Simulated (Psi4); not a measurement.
# SiCl3F (trichlorofluorosilane): TPSSh/cc-pVDZ

What is the vertical singlet–triplet gap of SiCl3F (trichlorofluorosilane) at TPSSh/cc-pVDZ? 

The results are computed with Psi4 1.11.

**1. The system as given**

SiCl3F: 5 atoms, total charge 0, spin state singlet. SMILES: `F[Si](Cl)(Cl)Cl`. The coordinates come from a PBE0-D4/def2-TZVP relaxation.

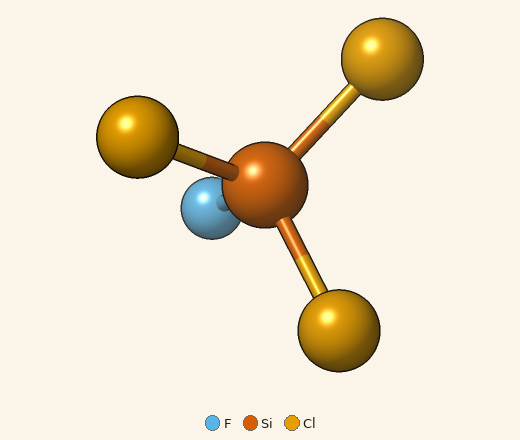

The structure, seen from a chosen angle (fluorine blue, silicon orange, chlorine amber).

**2. Energy and forces at TPSSh/cc-pVDZ**

Input file input.json:

```json
{
 "schema_name": "qcschema_input",
 "schema_version": 1,
 "molecule": {
  "schema_name": "qcschema_molecule",
  "schema_version": 2,
  "symbols": ["F", "Si", "Cl", "Cl", "Cl"],
  "geometry": [1.63468869, -1.73244422, 1.98453368, 0.06544122, -0.06933405, 0.07944409, -3.03580722, 1.21031289, 1.87806651, -0.91203852, -2.24471118, -2.88744483, 2.24769694, 2.83617656, -1.05458056],
  "molecular_charge": 0,
  "molecular_multiplicity": 1,
  "fix_symmetry": "c1",
  "fix_com": true,
  "fix_orientation": true
 },
 "driver": "gradient",
 "model": {
  "method": "tpssh",
  "basis": "cc-pVDZ"
 },
 "keywords": {
  "reference": "rks",
  "puream": true,
  "e_convergence": 1e-09,
  "d_convergence": 1e-08,
  "scf_type": "pk",
  "dft_radial_points": 99,
  "dft_spherical_points": 590
 }
}
```

Command:

```console
$ psi4 --qcschema input.json -n 1 --memory 2200MB
```

stdout:

```text
[...]
  Running in c1 symmetry.
[...]
  Nuclear repulsion =  451.587219256816525
[...]
  Multiplicity = 1
[...]
  Nalpha       = 37
  Nbeta        = 37
[...]
    Number of basis functions: 86
[...]
   @RKS iter   1: -1770.13439644751452    1.40487e-01   4.93572e-03 DIIS/ADIIS
[...]
   @RKS iter  10: -1770.20583560809587   -3.41061e-12   5.00474e-09 DIIS
[...]
    Orbital Energies [Eh]
    ---------------------
    Doubly Occupied:
       1A   -101.412633     2A   -101.412631     3A   -101.412631
       4A    -66.164085     5A    -24.646709     6A     -9.406481
       7A     -9.406444     8A     -9.406442     9A     -7.152718
      10A     -7.152718    11A     -7.152715    12A     -7.145677
      13A     -7.145675    14A     -7.145674    15A     -7.145619
      16A     -7.145617    17A     -7.145617    18A     -5.370397
      19A     -3.719494    20A     -3.718582    21A     -3.718582
      22A     -1.208341    23A     -0.866932    24A     -0.831402
      25A     -0.831400    26A     -0.559005    27A     -0.477173
      28A     -0.468407    29A     -0.468406    30A     -0.408967
      31A     -0.408966    32A     -0.365849    33A     -0.358924
      34A     -0.358923    35A     -0.334641    36A     -0.334639
[...]
  @RKS Final Energy: -1770.20583560809587
   => Energetics <=
    Nuclear Repulsion Energy =            451.5872192568165246
    One-Electron Energy =               -3346.6034858421235185
    Two-Electron Energy =                1229.8789661443247496
    DFT Exchange-Correlation Energy =    -105.0685351671138648
    Empirical Dispersion Energy =           0.0000000000000000
    VV10 Nonlocal Energy =                  0.0000000000000000
    Total Energy =                      -1770.2058356080958674
[...]
 Multipole Moments:
 ------------------------------------------------------------------------------------
     Multipole            Electronic (a.u.)      Nuclear  (a.u.)        Total (a.u.)
 ------------------------------------------------------------------------------------
 L = 1.  Multiply by 2.5417464519 to convert [e a0] to [Debye]
 Dipole X            :         13.1849693          -13.2741543           -0.0891850
 Dipole Y            :        -13.9730026           14.0675559            0.0945534
 Dipole Z            :         16.0059795          -16.1142806           -0.1083011
 Magnitude           :                                                    0.1691846
[...]
  -Total Gradient:
     Atom            X                  Y                   Z
    ------   -----------------  -----------------  -----------------
       1       -0.022889668023     0.024260564742    -0.027790990612
       2        0.015366739960    -0.016289003433     0.018653353158
       3        0.012450527760    -0.005106093129    -0.007292588317
       4        0.003897690775     0.008810725758     0.011909408238
       5       -0.008829368521    -0.011660074355     0.004513778257
[...]
```

The result, in JSON:

```text
{
 "driver": "gradient",
 "model": {
  "method": "tpssh",
  "basis": "cc-pVDZ"
 },
 "success": true,
 "return_result": [-0.022889668022810755, 0.02426056474224722, -0.027790990612446997, 0.01536673996039296, -0.016289003433072255, 0.01865335315789254, 0.012450527759555685, -0.005106093129400524, -0.007292588317186849, 0.0038976907749399686, 0.008810725758082477, 0.011909408237611746, -0.008829368520981734, -0.011660074355049177, 0.004513778256506548],
 "properties": {
  "calcinfo_nbasis": 86,
  "calcinfo_nmo": 86,
  "calcinfo_nalpha": 37,
  "calcinfo_nbeta": 37,
  "calcinfo_natom": 5,
  "nuclear_repulsion_energy": 451.5872192568165,
  "return_energy": -1770.2058356080959,
  "return_gradient": [-0.022889668022810755, 0.02426056474224722, -0.027790990612446997, 0.01536673996039296, -0.016289003433072255, 0.01865335315789254, 0.012450527759555685, -0.005106093129400524, -0.007292588317186849, 0.0038976907749399686, 0.008810725758082477, 0.011909408237611746, -0.008829368520981734, -0.011660074355049177, 0.004513778256506548],
  "scf_one_electron_energy": -3346.6034858421235,
  "scf_two_electron_energy": 1229.8789661443247,
  "scf_xc_energy": -105.06853516711386,
  "scf_dipole_moment": [-0.0891849931378701, 0.0945533524345521, -0.10830107201780592],
  "scf_total_energy": -1770.2058356080959,
  "scf_total_gradient": [-0.022889668022810755, 0.02426056474224722, -0.027790990612446997, 0.01536673996039296, -0.016289003433072255, 0.01865335315789254, 0.012450527759555685, -0.005106093129400524, -0.007292588317186849, 0.0038976907749399686, 0.008810725758082477, 0.011909408237611746, -0.008829368520981734, -0.011660074355049177, 0.004513778256506548],
  "scf_iterations": 10
 }
}
```

It took 100 s on 1 thread of Intel Xeon 6975P-C (Granite Rapids), shared host; peak memory 1.1 GiB.

**3. The triplet at the same level**

Input file cl3fsi.in:

```
memory 2200 MB

molecule {
  0 3
  F
  Si 1 R2
  Cl 2 R3 1 A3
  Cl 2 R4 1 A4 3 D4
  Cl 2 R5 1 A5 4 D5

  R2 = 1.574944
  R3 = 2.014371
  A3 = 108.35847
  R4 = 2.014363
  A4 = 108.35813
  D4 = -119.99811
  R5 = 2.014369
  A5 = 108.35754
  D5 = -120.00038
  symmetry c1
}

set {
  basis cc-pVDZ
  reference uks
  puream true
  e_convergence 1e-09
  d_convergence 1e-08
  scf_type pk
  dft_radial_points 99
  dft_spherical_points 590
  maxiter 100
}

E, wfn = gradient('tpssh', return_wfn=True)
oeprop(wfn, 'LOWDIN_CHARGES', 'DIPOLE', 'MULLIKEN_CHARGES', title='TPSSH')
```

Command:

```console
$ psi4 -i cl3fsi.in -o cl3fsi.out -n 1
```

cl3fsi.out (excerpt; [...] marks lines left out):

```text
[...]
  Running in c1 symmetry.
[...]
  Nuclear repulsion =  451.587217540802158
[...]
  Multiplicity = 3
[...]
  Nalpha       = 38
  Nbeta        = 36
[...]
    Number of basis functions: 86
[...]
   @UKS iter   1: -1769.85248667176188    4.22396e-01   5.21392e-03 ADIIS/DIIS
[...]
   @UKS iter  20: -1769.93621028516009   -6.82121e-13   8.70811e-09 DIIS
[...]
   @S^2 Observed:                2.003918236E+00
[...]
  @UKS Final Energy: -1769.93621028516009
   => Energetics <=
    Nuclear Repulsion Energy =            451.5872175408021576
    One-Electron Energy =               -3347.0703751512837698
    Two-Electron Energy =                1230.6342622799816127
    DFT Exchange-Correlation Energy =    -105.0873149546600871
    Empirical Dispersion Energy =           0.0000000000000000
    VV10 Nonlocal Energy =                  0.0000000000000000
    Total Energy =                      -1769.9362102851600866
[...]
  -Total Gradient:
     Atom            X                  Y                   Z
    ------   -----------------  -----------------  -----------------
       1        0.000002828251     0.000001362362     0.065367279384
       2       -0.000005298794     0.000001172974    -0.001734442036
       3        0.000008982641     0.103370133600    -0.021203978020
       4        0.089527274996    -0.051682754689    -0.021206483653
       5       -0.089526453938    -0.051688350541    -0.021203256063
[...]
 Multipole Moments:
 ------------------------------------------------------------------------------------
     Multipole            Electronic (a.u.)      Nuclear  (a.u.)        Total (a.u.)
 ------------------------------------------------------------------------------------
 L = 1.  Multiply by 2.5417464519 to convert [e a0] to [Debye]
 Dipole X            :         -0.0000388            0.0000033           -0.0000356
 Dipole Y            :         -0.0000027            0.0000006           -0.0000021
 Dipole Z            :         -0.4046606            0.6280936            0.2234330
 Magnitude           :                                                    0.2234330
[...]
  Mulliken Charges: (a.u.)
   Center  Symbol    Alpha    Beta     Spin     Total
       1     F     4.63160  4.62200  0.00959 -0.25360
       2    SI     7.17630  6.50010  0.67621  0.32360
       3    CL     8.73070  8.29263  0.43807 -0.02333
[...]
```

It took 2.7 min on 1 thread of Intel Xeon 6975P-C (Granite Rapids), shared host; peak memory 1.1 GiB.

**4. Summary of results**

At TPSSh/cc-pVDZ:

| quantity | value |
| --- | --- |
| singlet: total energy | -1770.20584 Eh |
| singlet: dipole moment | 0.43 D |
| singlet: HOMO energy | -8.82 eV |
| singlet: LUMO energy | -0.62 eV |
| singlet: HOMO–LUMO gap | 8.20 eV |
| singlet: largest force on an atom | 2.232 eV/Å |
| triplet: total energy | -1769.93621 Eh |
| triplet: dipole moment | 0.57 D |
| triplet: HOMO energy (highest over α and β) | -1.52 eV |
| triplet: ⟨S²⟩ | 2.004 |
| triplet: largest force on an atom | 5.426 eV/Å |
| vertical energy of the triplet above the singlet | 7.337 eV |

In words: At this shape the triplet lies 7.34 eV (169 kcal/mol) above the singlet. The largest force (singlet) is 2.23 eV/Å: the shape isn't a stationary point for this species at this level. Mulliken charges (triplet) run from -0.25 on F1 to +0.32 on Si2; they depend strongly on the basis.
